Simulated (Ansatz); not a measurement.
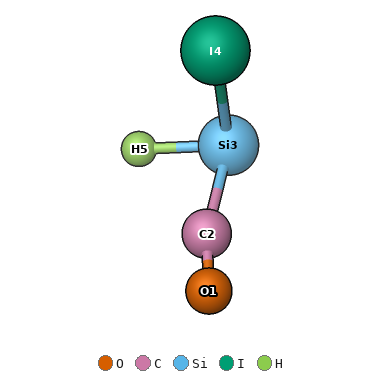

The system is CHIOSi (SMILES O=C=[SiH]I) with the probe HF; the picture shows it without the atoms that are moved over the map. The probe is moved over a plane parallel to the molecule's main plane, 1.76 Å above it. Coordinates scanned: (1) x of the probe's H atom; (2) y of the probe's H atom. Nothing is relaxed (molecule and probe rigid, the probe upright with H nearest the plane). The scan uses an 11 × 9 grid. Points are written as (first, second). Energies: kJ/mol, counted from molecule and probe far apart, each relaxed in its own basis (no counterpoise correction). Method: Ansatz 0.2.0, RKS PBE-D4/def2-SVPD.

Range: x of the probe's H atom from −3.40 to 3.40 Å; y of the probe's H atom from −2.72 to 2.72 Å.

### Predict the map.

The lowest grid point is at (0.00 Å, −2.72 Å), −11.5 kJ/mol from molecule and probe far apart, each relaxed in its own basis (no counterpoise correction). It lies at the edge of the scanned range, so the true minimum may lie outside. The energy also falls towards the edge at (3.40 Å, −0.68 Å) (0.8 kJ/mol above the lowest), where a further well may lie outside the range. Higher local minima lie near (0.68 Å, 2.04 Å) (1.4 kJ/mol above the lowest at that grid point); (−2.72 Å, 1.36 Å) (4.4 kJ/mol above the lowest at that grid point). The highest grid point, (2.04 Å, 0.68 Å), lies 80.0 kJ/mol above the lowest.

```tsv
y of the probe's H atom ↓, x of the probe's H atom →	−3.40	−2.72	−2.04	−1.36	−0.68	0.00	0.68	1.36	2.04	2.72	3.40
2.72	−2.9	−3.7	−3.9	−3.9	−4.7	−7.1	−9.5	−8.8	−5.0	−2.2	−2.0
2.04	−4.8	−5.9	−5.3	−3.7	−4.1	−7.7	−10.1	−3.6	8.0	8.7	1.5
1.36	−6.2	−7.0	−3.8	1.8	2.3	−3.0	−3.6	17.7	46.2	33.2	6.1
0.68	−6.1	−5.8	2.7	14.5	16.0	8.6	8.6	36.3	68.5	41.6	3.3
0.00	−4.4	−2.7	8.0	22.6	25.1	21.6	22.0	30.2	36.8	15.2	−6.6
−0.68	−2.1	−0.4	6.6	15.0	18.4	28.7	37.2	26.1	11.2	−3.0	−10.7
−1.36	−0.5	0.3	2.1	3.4	5.4	19.4	32.7	18.8	2.9	−5.7	−8.5
−2.04	0.3	0.1	−0.7	−3.0	−5.8	−2.9	2.6	0.1	−3.5	−5.2	−5.4
−2.72	0.5	0.1	−1.4	−4.4	−8.6	−11.5	−11.0	−8.6	−6.1	−4.4	−3.3
```

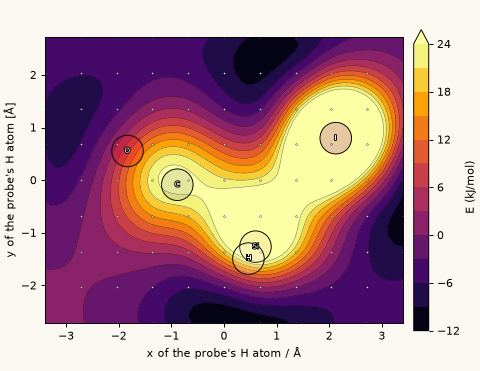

Drawn: filled contours, dots at the grid points, labelled circles for the molecule's atoms, projected on the plane, one colour for all values above the top of the scale. Between grid points the surface is interpolated.

The whole map (99 points run) took 11 min on 1 thread of Arm Neoverse V2, on a shared host.
